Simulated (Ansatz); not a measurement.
## Electronic structure of ClF3Zr in real space

```yaml
atoms:
  - { symbol: F, position_ang: [-0.6715, -0.5127, 1.7127] }
  - { symbol: Zr, position_ang: [0.0162, -0.0955, 0.0054] }
  - { symbol: F, position_ang: [1.8260, -0.6243, -0.0749] }
  - { symbol: F, position_ang: [-0.9609, -1.0452, -1.3004] }
  - { symbol: Cl, position_ang: [-0.1599, 2.2041, -0.3841] }
```

Geometry: PBE0-D4/def2-TZVP; core potentials replace the inner electrons of Zr.

These are results of Ansatz 0.2.0, RKS PBE0-D4/def2-TZVPP, not measurements.

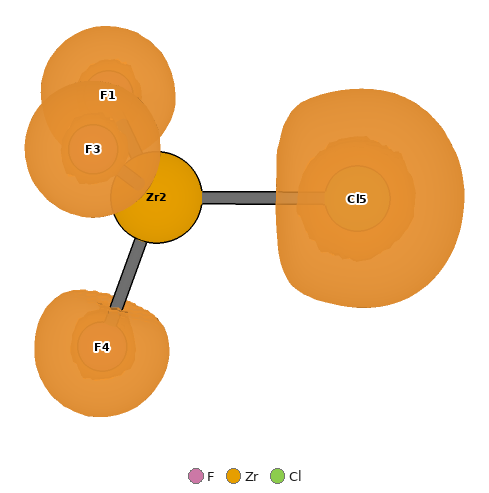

Figure 1. Isosurface of the ELF at 0.75 (orange), seen across its widest extent. Core shells and regions of very low density are left out.

Identify the bonds, lone pairs and shells in this picture.

At this value the surface marks out one region wrapped around Cl (its valence shell) and three regions wrapped around F (the valence shell of each).


Zr–F (1.89 Å): the ELF peaks at about 0.85 in the valence shell of F, 0.5 Å from its nucleus, and drops to about 0.25 between the two atoms. Zr–Cl (2.34 Å): the ELF peaks at about 0.85 in the valence shell of Cl, 0.8 Å from its nucleus, and is about 0.40 at the midpoint.

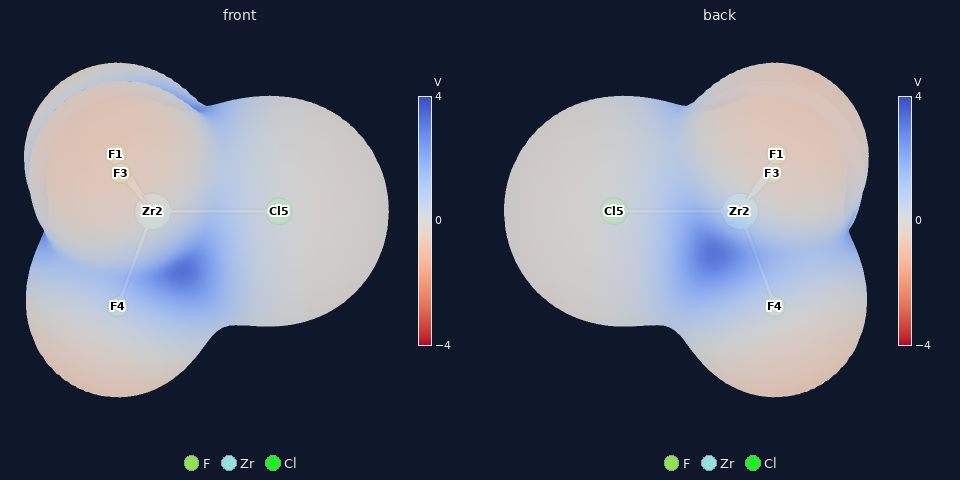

Figure 2. The electrostatic potential painted on the density surface at 0.001 e/bohr³, seen from the front and from behind; red is negative and blue positive.

Which sites attract a positive test charge, and which a negative one?

A positive charge is drawn to the negative regions and a negative charge to the positive ones. The most negative region (about −0.6 V) lies over F1, F3 and F4, the most positive (about +3.1 V) over Zr2.

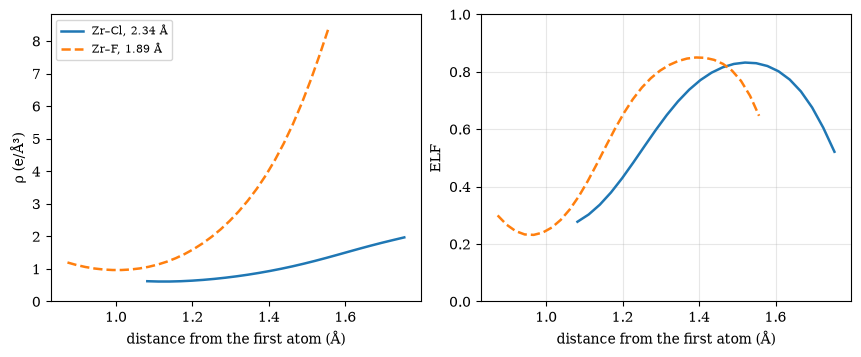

Figure 3. Electron density and electron localisation function along straight lines between neighbouring atoms. The curves leave out the atomic cores.

Compare the contacts.

Zr–Cl (2.34 Å): ρ at the midpoint is about 0.62 e/Å³; the ELF peaks at about 0.85 in the valence shell of Cl, 0.8 Å from its nucleus, and is about 0.40 at the midpoint.
Zr–F (1.89 Å): ρ is about 1 e/Å³ halfway; the ELF peaks at about 0.85 in the valence shell of F, 0.5 Å from its nucleus, and drops to about 0.25 between the two atoms.
